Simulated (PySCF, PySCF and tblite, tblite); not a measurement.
# C₇H₇NO₂: conformers and averaged spectra

Which conformers does C₇H₇NO₂ (`CC(=O)Oc1ccncc1`) populate, and what do their averaged NMR parameters look like?

Programs: PySCF 2.14.0 with density-fitted response routines of our own, and tblite 0.8.0. All values are computed, except where a source is named. Atoms count from 0 throughout.

### Step 1. The molecule as given

17 atoms, charge 0, multiplicity 1; geometry from: MMFF94s geometry.

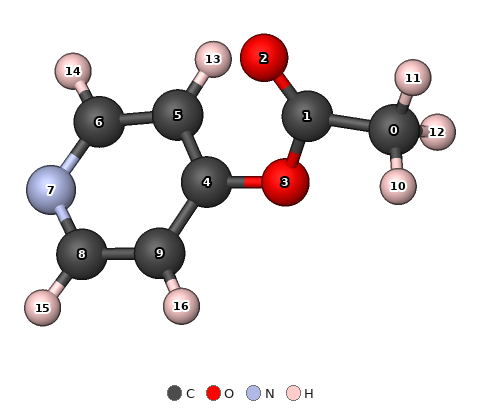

The starting geometry (carbon dark grey, oxygen red, nitrogen light blue, hydrogen pink), atoms numbered.

### Step 2. GFN2-xTB relaxation, conformer 1

What the job is given:

```
{"job": {"xc": "GFN2-xTB", "basis": "xTB", "kind": "relax"}, "charge": 0, "multiplicity": 1}
C     -3.176600    -0.425200     0.207200
C     -1.871400     0.155300    -0.228400
O     -1.730700     1.091800    -0.981500
O     -0.847200    -0.565200     0.385800
C      0.473400    -0.179700     0.139300
C      0.903000     1.126800     0.323400
C      2.244800     1.396800     0.083800
N      3.147400     0.463200    -0.294700
C      2.686400    -0.805600    -0.457200
C      1.361400    -1.173800    -0.245800
H     -3.261500    -1.465500    -0.116800
H     -3.998500     0.142800    -0.257100
H     -3.293600    -0.345300     1.303500
H      0.241500     1.915600     0.640200
H      2.641100     2.405100     0.209400
H      3.424300    -1.529300    -0.752600
H      1.049300    -2.196000    -0.379300
```

On the command line:

```bash
$ OMP_NUM_THREADS=1 python ens_run.py task.json out
```

One launch serves the whole session.

The log of the run:

```text
step      E/eV     max force
  0    -805.57692    1.831
  1    -805.68821    1.350
  2    -805.70537    0.876
  3    -805.71728    0.207
  4    -805.72155    0.163
  5    -805.72445    0.164
  6    -805.72574    0.086
  7    -805.72638    0.051
  8    -805.72676    0.059
  9    -805.72710    0.050
 10    -805.72738    0.054
 11    -805.72760    0.039
 12    -805.72760    0.039
 13    -805.72771    0.031
 14    -805.72794    0.059
 15    -805.72802    0.047
 16    -805.72813    0.054
 17    -805.72845    0.076
 18    -805.72862    0.045
 19    -805.72891    0.043
 20    -805.72918    0.050
 21    -805.72949    0.058
 22    -805.72979    0.054
 23    -805.73008    0.041
 24    -805.73034    0.040
 25    -805.73060    0.049
 26    -805.73091    0.052
 27    -805.73133    0.059
 28    -805.73194    0.064
 29    -805.73272    0.082
 30    -805.73359    0.093
 31    -805.73442    0.070
 32    -805.73505    0.063
 33    -805.73553    0.057
 34    -805.73597    0.087
 35    -805.73630    0.061
 36    -805.73652    0.071
 37    -805.73676    0.037
 38    -805.73698    0.041
 39    -805.73712    0.044
 40    -805.73728    0.029
 41    -805.73741    0.034
 42    -805.73753    0.043
 43    -805.73761    0.035
 44    -805.73767    0.020
 45    -805.73771    0.020
 46    -805.73776    0.026
 47    -805.73781    0.031
 48    -805.73786    0.030
 49    -805.73792    0.028
 50    -805.73799    0.028
 51    -805.73806    0.040
 52    -805.73815    0.036
 53    -805.73826    0.032
 54    -805.73838    0.036
 55    -805.73847    0.033
 56    -805.73853    0.031
 57    -805.73856    0.021
 58    -805.73860    0.020
 59    -805.73865    0.027
 60    -805.73870    0.027
 61    -805.73873    0.018
 62    -805.73875    0.015
 63    -805.73878    0.016
 64    -805.73884    0.031
 65    -805.73891    0.036
 66    -805.73898    0.024
 67    -805.73902    0.015
 68    -805.73905    0.015
 69    -805.73908    0.021
 70    -805.73911    0.022
 71    -805.73914    0.013
 72    -805.73917    0.015
 73    -805.73920    0.017
 74    -805.73922    0.011
 75    -805.73924    0.013
 76    -805.73926    0.012
 77    -805.73928    0.012
 78    -805.73930    0.013
 79    -805.73933    0.016
 80    -805.73937    0.018
 81    -805.73943    0.017
 82    -805.73949    0.025
 83    -805.73953    0.017
 84    -805.73956    0.015
 85    -805.73959    0.012
 86    -805.73962    0.015
 87    -805.73964    0.019
 88    -805.73966    0.008
 89    -805.73966    0.010
 90    -805.73967    0.006
 91    -805.73968    0.006
 92    -805.73968    0.005
 93    -805.73968    0.002
```

Run time: 0.64 s. Hardware: 1 thread of AMD EPYC 7B13, shared host.

Gain 0.163 eV; displacement 0.18 Å root mean square.

### Step 3. Shieldings, conformer 1: PBE0/pcSseg-1 in chloroform

What the job is given:

```
{"job": {"xc": "PBE0", "basis": "pcSseg-1", "solvent": "chloroform", "kind": "nmr", "pop": true}, "charge": 0, "multiplicity": 1}
C     -3.193473    -0.463121     0.206967
C     -1.909913     0.252855    -0.113930
O     -1.824037     1.367999    -0.543702
O     -0.863314    -0.558082     0.147979
C      0.453241    -0.161082     0.010324
C      0.908807     1.139692     0.176225
C      2.272784     1.361206     0.046040
N      3.153830     0.414311    -0.215950
C      2.709277    -0.821986    -0.362662
C      1.373815    -1.169678    -0.261235
H     -3.141860    -1.494980    -0.128351
H     -4.025385     0.052504    -0.262500
H     -3.333709    -0.460766     1.286479
H      0.235040     1.951732     0.389615
H      2.677329     2.357509     0.162664
H      3.461912    -1.569521    -0.574083
H      1.038657    -2.186563    -0.384622
```

The log of the run:

```text
coarse grid: 15176 points
cycle   1  E = -475.3449189090  dE =  1.993e+00  |g| = 8.971e-01  |ddm| = 3.979e+00
cycle   2  E = -475.0568511176  dE =  2.881e-01  |g| = 1.540e+00  |ddm| = 1.617e+00
cycle   3  E = -475.4887582541  dE = -4.319e-01  |g| = 2.395e-01  |ddm| = 1.117e+00
cycle   4  E = -475.4988014719  dE = -1.004e-02  |g| = 7.661e-02  |ddm| = 2.057e-01
cycle   5  E = -475.4996940702  dE = -8.926e-04  |g| = 2.234e-02  |ddm| = 5.262e-02
cycle   6  E = -475.4997961505  dE = -1.021e-04  |g| = 5.112e-03  |ddm| = 1.782e-02
cycle   7  E = -475.4998013706  dE = -5.220e-06  |g| = 1.514e-03  |ddm| = 4.708e-03
final grid: 149472 points
cycle   8  E = -475.5783907551  dE = -2.589e-05  |g| = 1.380e-02  |ddm| = 3.972e-02
cycle   9  E = -475.5783456747  dE =  4.508e-05  |g| = 2.119e-02  |ddm| = 2.241e-02
cycle  10  E = -475.5784259089  dE = -8.023e-05  |g| = 1.905e-03  |ddm| = 1.324e-02
cycle  11  E = -475.5784265742  dE = -6.653e-07  |g| = 4.994e-04  |ddm| = 1.455e-03
cycle  12  E = -475.5784266155  dE = -4.127e-08  |g| = 1.565e-04  |ddm| = 4.308e-04
cycle  13  E = -475.5784266200  dE = -4.578e-09  |g| = 3.717e-05  |ddm| = 1.376e-04
cycle  14  E = -475.5784266203  dE = -2.526e-10  |g| = 1.720e-05  |ddm| = 4.386e-05
converged SCF energy = -475.5784266203

GIAO shielding tensors (ppm)
atom      isotropic    diamagn.    paramagn.     s11        s22        s33       span
  0 C      161.903     249.467     -87.564    138.575    153.278    193.856     55.281
  1 C       10.249     249.373    -239.123    -99.688     63.906     66.530    166.218
  2 O     -102.323     405.605    -507.928   -399.389   -198.231    290.653    690.042
  3 O       85.761     406.864    -321.103    -70.582    119.988    207.877    278.459
  4 C       21.219     254.259    -233.040    -78.774     27.573    114.857    193.631
  5 C       65.472     258.050    -192.578    -25.705     47.492    174.627    200.332
  6 C       29.984     251.538    -221.554    -77.168     21.893    145.229    222.397
  7 N      -75.015     334.562    -409.577   -376.541   -159.318    310.813    687.354
  8 C       29.340     251.035    -221.695    -79.636     22.997    144.661    224.297
  9 C       66.320     255.858    -189.539    -27.536     58.826    167.669    195.206
 10 H       29.144      28.995       0.150     24.678     28.869     33.887      9.209
 11 H       29.546      26.400       3.147     25.465     27.941     35.232      9.767
 12 H       28.945      27.831       1.114     26.068     27.169     33.597      7.529
 13 H       23.486      34.538     -11.052     18.492     22.678     29.288     10.796
 14 H       22.699      29.071      -6.372     18.648     22.579     26.870      8.222
 15 H       22.652      28.452      -5.800     18.593     22.581     26.780      8.187
 16 H       24.375      33.027      -8.652     21.035     23.297     28.792      7.757
```

Run time: 29 s. Hardware: 1 thread of AMD EPYC 7B13, shared host; peak memory 1.1 GiB.

This run: HOMO -7.66 eV, LUMO -1.02 eV; dipole 3.96 D.

### Step 4. Couplings, conformer 1: B3LYP/6-31G*+pcJ-1

The job, as its differences from that of step 3:

```diff
@@ -1,2 +1,2 @@
-{"job": {"xc": "PBE0", "basis": "pcSseg-1", "solvent": "chloroform", "kind": "nmr", "pop": true}, "charge": 0, "multiplicity": 1}
+{"job": {"xc": "B3LYP", "basis": {"default": "6-31G*", "H": "pcJ-1"}, "nuclei": ["H", "F", "P", "Si", "B"], "kind": "j"}, "charge": 0, "multiplicity": 1}
 C     -3.193473    -0.463121     0.206967
```

The log of the run:

```text
coarse grid: 15176 points
cycle   1  E = -476.0498267508  dE =  1.960e+00  |g| = 9.799e-01  |ddm| = 4.253e+00
cycle   2  E = -475.5521085932  dE =  4.977e-01  |g| = 1.862e+00  |ddm| = 2.188e+00
cycle   3  E = -476.2190380206  dE = -6.669e-01  |g| = 3.590e-01  |ddm| = 1.619e+00
cycle   4  E = -476.2439439853  dE = -2.491e-02  |g| = 1.019e-01  |ddm| = 3.462e-01
cycle   5  E = -476.2456096392  dE = -1.666e-03  |g| = 3.558e-02  |ddm| = 9.012e-02
cycle   6  E = -476.2458874033  dE = -2.778e-04  |g| = 7.971e-03  |ddm| = 3.269e-02
cycle   7  E = -476.2459011382  dE = -1.373e-05  |g| = 3.055e-03  |ddm| = 9.335e-03
cycle   8  E = -476.2459032623  dE = -2.124e-06  |g| = 9.397e-04  |ddm| = 3.369e-03
final grid: 149472 points
cycle   9  E = -476.1635088643  dE = -3.641e-05  |g| = 6.876e-03  |ddm| = 2.885e-02
cycle  10  E = -476.1634995650  dE =  9.299e-06  |g| = 9.598e-03  |ddm| = 1.482e-02
cycle  11  E = -476.1635199704  dE = -2.041e-05  |g| = 2.351e-03  |ddm| = 8.749e-03
cycle  12  E = -476.1635210603  dE = -1.090e-06  |g| = 4.431e-04  |ddm| = 2.009e-03
cycle  13  E = -476.1635210944  dE = -3.412e-08  |g| = 1.601e-04  |ddm| = 4.548e-04
cycle  14  E = -476.1635210991  dE = -4.661e-09  |g| = 3.681e-05  |ddm| = 1.344e-04
cycle  15  E = -476.1635210994  dE = -2.725e-10  |g| = 1.458e-05  |ddm| = 4.232e-05
converged SCF energy = -476.1635210994

Indirect spin-spin couplings (Hz)
  i      j    bonds     total        FC       PSO       DSO        SD
 10 H   11 H    2    -11.803   -11.234     2.192    -2.761         -
 10 H   12 H    2    -18.765   -18.391     2.124    -2.498         -
 10 H   13 H    6     -0.378    -0.052     0.696    -1.022         -
 10 H   14 H    7     -0.241     0.026     0.548    -0.815         -
 10 H   15 H    7     -0.152     0.001     0.314    -0.467         -
 11 H   12 H    2    -16.144   -15.667     2.165    -2.642         -
 11 H   13 H    6     -0.228    -0.017     0.463    -0.673         -
 11 H   14 H    7     -0.194     0.025     0.469    -0.688         -
 11 H   15 H    7     -0.205     0.037     0.508    -0.750         -
 11 H   16 H    6     -0.165     0.059     0.516    -0.740         -
 12 H   13 H    6     -0.210    -0.127     0.138    -0.222         -
 12 H   14 H    7     -0.178     0.021     0.408    -0.607         -
 12 H   15 H    7     -0.202     0.012     0.443    -0.657         -
 12 H   16 H    6     -0.194    -0.076     0.301    -0.420         -
 13 H   14 H    3      6.552     6.623     0.106    -0.178         -
 13 H   16 H    4      1.683     2.363     1.264    -1.945         -
 14 H   15 H    4     -1.245    -0.506     1.337    -2.076         -
 15 H   16 H    3      6.086     6.253     0.234    -0.401         -
```

Wall time 28 s (1 thread of AMD EPYC 7B13, shared host); peak memory 1 GiB.

Key values: HOMO -6.89 eV, LUMO -0.84 eV; dipole 3.09 D.

### Step 5. Averages: properties at PBE0/pcSseg-1 in chloroform

What the job is given:

```
{"job": {"study": "conf", "smiles": "CC(=O)Oc1ccncc1", "search": {"seed": 8519, "n_embed": 90, "ff_keep": 18, "window": 3.0, "nmax": 10, "temps": [180, 230, 298.15, 330, 400], "t_ref": 298.15, "order": 0.001}, "level": {"nmr": {"xc": "PBE0", "basis": "pcSseg-1", "solvent": "chloroform"}, "j": {"xc": "B3LYP", "basis": {"default": "6-31G*", "H": "pcJ-1"}, "nuclei": ["H", "F", "P", "Si", "B"]}}, "kind": "conf"}, "charge": 0, "multiplicity": 1}
C     -3.193473    -0.463121     0.206967
C     -1.909913     0.252855    -0.113930
O     -1.824037     1.367999    -0.543702
O     -0.863314    -0.558082     0.147979
C      0.453241    -0.161082     0.010324
C      0.908807     1.139692     0.176225
C      2.272784     1.361206     0.046040
N      3.153830     0.414311    -0.215950
C      2.709277    -0.821986    -0.362662
C      1.373815    -1.169678    -0.261235
H     -3.141860    -1.494980    -0.128351
H     -4.025385     0.052504    -0.262500
H     -3.333709    -0.460766     1.286479
H      0.235040     1.951732     0.389615
H      2.677329     2.357509     0.162664
H      3.461912    -1.569521    -0.574083
H      1.038657    -2.186563    -0.384622
```

The log of the run:

```text
conformer  sym    E(xTB)   E(DFT)   G(298.15 K)  weight  dipole/D
    1     C1      0.000    0.000    0.000   1.0000    3.964

mean shielding (ppm) by class
class atoms           180 K      230 K   298.15 K      330 K      400 K
  0 C  0            161.903    161.903    161.903    161.903    161.903
  1 C  1             10.249     10.249     10.249     10.249     10.249
  2 O  2           -102.323   -102.323   -102.323   -102.323   -102.323
  3 O  3             85.761     85.761     85.761     85.761     85.761
  4 C  4             21.219     21.219     21.219     21.219     21.219
  5 C  5,9           65.896     65.896     65.896     65.896     65.896
  6 C  6,8           29.662     29.662     29.662     29.662     29.662
  7 N  7            -75.015    -75.015    -75.015    -75.015    -75.015
  8 H  10,11,12      29.212     29.212     29.212     29.212     29.212
  9 H  13,16          23.93      23.93      23.93      23.93      23.93
 10 H  14,15         22.675     22.675     22.675     22.675     22.675
```

Wall time 58 s (1 thread of AMD EPYC 7B13, shared host). This counts the runs that the step sums up.

The search (ETKDG and KDG, MMFF94s, GFN2-xTB) embedded 90 structures, kept 1 distinct ones after the force field and 1 after xTB; 1 was carried on (window 3.0 kcal/mol at the search's own energies). Energies: PBE0/pcSseg-1 in chloroform with D3(BJ).

Conformer by conformer (298 K):

| no. | group | mirror pair | ΔE xTB | ΔE DFT | ΔG | weight (%) | μ (D) | O2–C1–O3–C4 (°) | C1–O3–C4–C5 (°) | A, B, C (GHz) |
| --- | --- | --- | --- | --- | --- | --- | --- | --- | --- | --- |
| 1 | C1 | yes | 0.00 | 0.00 | 0.00 | 100.0 | 3.96 | 3 | 30 | 3.89, 0.82, 0.69 |

Energies in kcal/mol. ΔG holds xTB vibrations and rotation, symmetry numbers and mirror pairs.

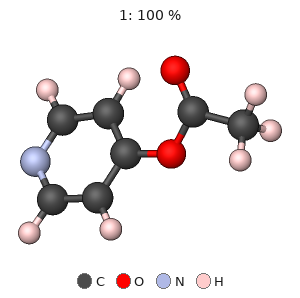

The one conformer.

Shifts against references run at the same level (17O H2O 342.2, 1H TMS 31.70, 15N NH3 269.8, 13C TMS 187.6 ppm of shielding), by class of atoms, at 298 K:

| atoms | environment | average |
| --- | --- | --- |
| C1 | ester carbonyl carbon | 177.3 |
| C4 | aromatic carbon bearing oxygen | 166.4 |
| C6, C8 | aromatic CH next to a ring nitrogen | 157.9 |
| C5, C9 | aromatic CH | 121.7 |
| C0 | methyl carbon α to a carbonyl | 25.7 |
| H14, H15 | hydrogen on an aromatic CH next to a ring nitrogen | 9.02 |
| H13, H16 | hydrogen on an aromatic CH | 7.77 |
| H10, H11, H12 | hydrogen on a methyl carbon α to a carbonyl | 2.49 |
| O2 | ester carbonyl oxygen | 444.5 |
| O3 | ester alkoxy oxygen | 256.5 |
| N7 | pyridine-type ring nitrogen | 344.9 |

Couplings (Hz, B3LYP/6-31G*+pcJ-1; one pair named for each class), from conformers that hold 100 % of the weight:

| pair | bonds | average |
| --- | --- | --- |
| H10–H11 | 2 | -15.6 |
| H13–H14 | 3 | 6.3 |
| H13–H16 | 4 | 1.7 |
| H14–H15 | 4 | -1.2 |

Effective distances for nuclear Overhauser effects, ⟨r⁻⁶⟩^(−1/6) over all pairs of two classes (Å): H13···H14 2.79.

### Step 6. Shieldings, conformer 1: BP86/6-31G*

The job, as its differences from that of step 4:

```diff
@@ -1,2 +1,2 @@
-{"job": {"xc": "B3LYP", "basis": {"default": "6-31G*", "H": "pcJ-1"}, "nuclei": ["H", "F", "P", "Si", "B"], "kind": "j"}, "charge": 0, "multiplicity": 1}
+{"job": {"xc": "BP86", "basis": "6-31G*", "kind": "nmr", "pop": false}, "charge": 0, "multiplicity": 1}
 C     -3.193473    -0.463121     0.206967
```

The log of the run:

```text
coarse grid: 15176 points
cycle   1  E = -476.0405442034  dE =  1.718e+00  |g| = 1.031e+00  |ddm| = 4.479e+00
cycle   2  E = -475.1078080222  dE =  9.327e-01  |g| = 2.320e+00  |ddm| = 2.912e+00
cycle   3  E = -476.1784849781  dE = -1.071e+00  |g| = 6.208e-01  |ddm| = 2.387e+00
cycle   4  E = -476.2572262451  dE = -7.874e-02  |g| = 1.615e-01  |ddm| = 6.277e-01
cycle   5  E = -476.2609107989  dE = -3.685e-03  |g| = 8.053e-02  |ddm| = 1.809e-01
cycle   6  E = -476.2622742504  dE = -1.363e-03  |g| = 2.374e-02  |ddm| = 8.618e-02
cycle   7  E = -476.2624019036  dE = -1.277e-04  |g| = 1.052e-02  |ddm| = 3.275e-02
cycle   8  E = -476.2624293218  dE = -2.742e-05  |g| = 2.852e-03  |ddm| = 1.235e-02
cycle   9  E = -476.2624304358  dE = -1.114e-06  |g| = 8.410e-04  |ddm| = 3.576e-03
final grid: 149472 points
cycle  10  E = -476.1481972678  dE = -3.015e-05  |g| = 1.186e-02  |ddm| = 3.453e-02
cycle  11  E = -476.1480941705  dE =  1.031e-04  |g| = 2.501e-02  |ddm| = 3.220e-02
cycle  12  E = -476.1482239206  dE = -1.298e-04  |g| = 4.661e-03  |ddm| = 2.276e-02
cycle  13  E = -476.1482285189  dE = -4.598e-06  |g| = 1.012e-03  |ddm| = 4.275e-03
cycle  14  E = -476.1482287142  dE = -1.953e-07  |g| = 2.578e-04  |ddm| = 1.015e-03
cycle  15  E = -476.1482287241  dE = -9.932e-09  |g| = 1.416e-04  |ddm| = 3.344e-04
cycle  16  E = -476.1482287293  dE = -5.179e-09  |g| = 3.093e-05  |ddm| = 1.672e-04
cycle  17  E = -476.1482287295  dE = -2.320e-10  |g| = 9.055e-06  |ddm| = 3.641e-05
converged SCF energy = -476.1482287295

GIAO shielding tensors (ppm)
atom      isotropic    diamagn.    paramagn.     s11        s22        s33       span
  0 C      170.510     253.777     -83.266    148.067    166.153    197.312     49.245
  1 C       37.776     246.908    -209.132    -53.756     77.437     89.648    143.404
  2 O      -64.484     401.796    -466.280   -333.815   -158.319    298.681    632.496
  3 O      103.219     402.857    -299.638    -41.681    128.918    222.420    264.101
  4 C       44.487     252.143    -207.656    -33.882     44.292    123.053    156.934
  5 C       83.885     263.042    -179.157      8.112     65.075    178.468    170.356
  6 C       51.878     257.528    -205.650    -38.511     45.836    148.309    186.820
  7 N      -39.907     330.455    -370.362   -325.914   -103.186    309.381    635.295
  8 C       51.991     256.505    -204.514    -39.708     47.523    148.157    187.864
  9 C       86.401     261.741    -175.340      9.251     77.487    172.467    163.216
 10 H       30.188      30.467      -0.278     25.987     30.362     34.217      8.230
 11 H       30.549      28.051       2.498     26.865     29.337     35.446      8.581
 12 H       30.026      29.569       0.457     27.475     28.782     33.820      6.345
 13 H       24.587      34.303      -9.715     19.627     23.697     30.438     10.810
 14 H       23.638      28.761      -5.123     19.919     23.210     27.783      7.864
 15 H       23.604      27.737      -4.134     19.860     23.177     27.775      7.915
 16 H       25.840      32.833      -6.993     22.836     24.597     30.086      7.251
```

Run time: 34 s. Hardware: 1 thread of AMD EPYC 7B13, shared host; peak memory 0.8 GiB.

In short: HOMO -5.67 eV, LUMO -1.69 eV; dipole 3.09 D.

### Step 7. Averages: properties at BP86/6-31G*

What the job is given:

```
{"job": {"study": "conf", "smiles": "CC(=O)Oc1ccncc1", "search": {"seed": 8519, "n_embed": 90, "ff_keep": 18, "window": 3.0, "nmax": 10, "temps": [180, 230, 298.15, 330, 400], "t_ref": 298.15, "order": 0.001}, "level": {"nmr": {"xc": "BP86", "basis": "6-31G*"}, "change": "BP86/6-31G*", "top": 4}, "kind": "conf"}, "charge": 0, "multiplicity": 1}
C     -3.193473    -0.463121     0.206967
C     -1.909913     0.252855    -0.113930
O     -1.824037     1.367999    -0.543702
O     -0.863314    -0.558082     0.147979
C      0.453241    -0.161082     0.010324
C      0.908807     1.139692     0.176225
C      2.272784     1.361206     0.046040
N      3.153830     0.414311    -0.215950
C      2.709277    -0.821986    -0.362662
C      1.373815    -1.169678    -0.261235
H     -3.141860    -1.494980    -0.128351
H     -4.025385     0.052504    -0.262500
H     -3.333709    -0.460766     1.286479
H      0.235040     1.951732     0.389615
H      2.677329     2.357509     0.162664
H      3.461912    -1.569521    -0.574083
H      1.038657    -2.186563    -0.384622
```

The log of the run:

```text
conformer  sym    E(xTB)   E(DFT)   G(298.15 K)  weight  dipole/D
    1     C1      0.000    0.000    0.000   1.0000    3.094

mean shielding (ppm) by class
class atoms           180 K      230 K   298.15 K      330 K      400 K
  0 C  0            170.511    170.511    170.511    170.511    170.511
  1 C  1             37.776     37.776     37.776     37.776     37.776
  2 O  2            -64.484    -64.484    -64.484    -64.484    -64.484
  3 O  3            103.219    103.219    103.219    103.219    103.219
  4 C  4             44.487     44.487     44.487     44.487     44.487
  5 C  5,9           85.143     85.143     85.143     85.143     85.143
  6 C  6,8           51.934     51.934     51.934     51.934     51.934
  7 N  7            -39.907    -39.907    -39.907    -39.907    -39.907
  8 H  10,11,12      30.254     30.254     30.254     30.254     30.254
  9 H  13,16         25.213     25.213     25.213     25.213     25.213
 10 H  14,15         23.621     23.621     23.621     23.621     23.621
```

It took 34 s on 1 thread of AMD EPYC 7B13, shared host. This counts the runs that the step sums up.

Against the first level, at 298 K (shifts, ppm; largest changes first):

| atoms | PBE0/pcSseg-1 in chloroform | BP86/6-31G* | change |
| --- | --- | --- | --- |
| O2 | 444.5 | 387.4 | -57.2 |
| N7 | 344.9 | 298.7 | -46.2 |
| O3 | 256.5 | 219.7 | -36.8 |
| C1 | 177.3 | 154.4 | -22.9 |
| C4 | 166.4 | 147.7 | -18.7 |
| C6, C8 | 157.9 | 140.3 | -17.7 |
| C5, C9 | 121.7 | 107.0 | -14.7 |
| C0 | 25.7 | 21.7 | -4.0 |
| H13, H16 | 7.77 | 7.13 | -0.63 |
| H10, H11, H12 | 2.49 | 2.09 | -0.39 |

Weights: from PBE0/pcSseg-1 in chloroform energies 1: 100 %; from BP86/6-31G* energies 1: 100 % (with a dispersion term where the level has one and the same thermal terms, so they don't follow from the SCF energies alone). Times: 58 s and 34 s.

### Step 8. Summary of results

| quantity | value |
| --- | --- |
| conformers | 1; the first in weight is no. 1 (C1), 100 % at 298 K |
| root-mean-square dipole | 3.96 D |
| averaged 13C shifts (PBE0/pcSseg-1 in chloroform) | 177.3, 166.4, 157.9, 121.7, 25.7 ppm |
| averaged 1H shifts (PBE0/pcSseg-1 in chloroform) | 9.02, 7.77, 2.49 ppm |

**Reading.** The search found one conformer in the window, so the averages are its own values. Between PBE0/pcSseg-1 in chloroform and BP86/6-31G*, O2 changes most, by 57.2 ppm.
